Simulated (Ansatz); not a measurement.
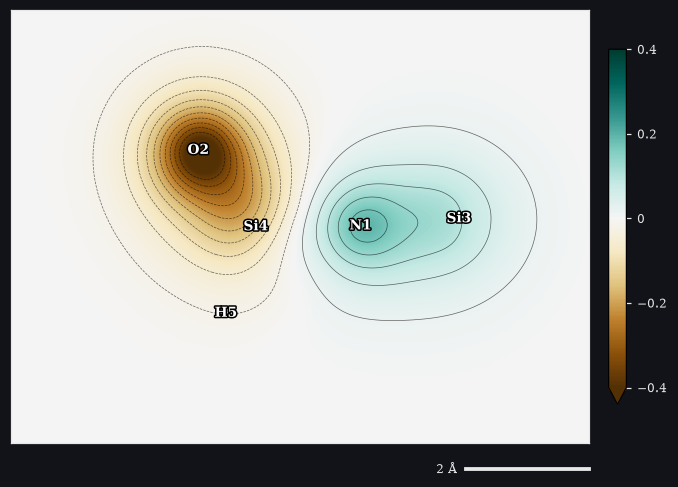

The picture shows: HNOSi₂ (SMILES O=[SiH]N=[Si]). The HOMO−1 on a plane 0.8 Å above the molecular plane (values in Å⁻³ᐟ²; the overall sign is arbitrary).

Geometry: BLYP-D3(BJ)/def2-SVP.

Theory: isolated molecule in a Gaussian basis; Kohn-Sham density functional theory, functional PBE0 in Ansatz.

```yaml
atoms:
  - { symbol: N, position_ang: [-1.7928, 1.0233, -2.8668] }
  - { symbol: O, position_ang: [0.7512, -0.1128, -1.9982] }
  - { symbol: Si, position_ang: [-3.0725, 1.9484, -2.6016] }
  - { symbol: Si, position_ang: [-0.3865, 0.0649, -3.0406] }
  - { symbol: H, position_ang: [-0.4041, -0.6002, -4.3789] }
```

Q: Where does this orbital lie, and at what energy?

A: By Hirshfeld shares it lies mainly on O2 (about 65 %), Si4 (about 20 %) and N1 (about 10 %); it changes sign across the molecular plane (π type); π-antibonding (a node) across N1–Si4. Its energy is −8.15 eV.
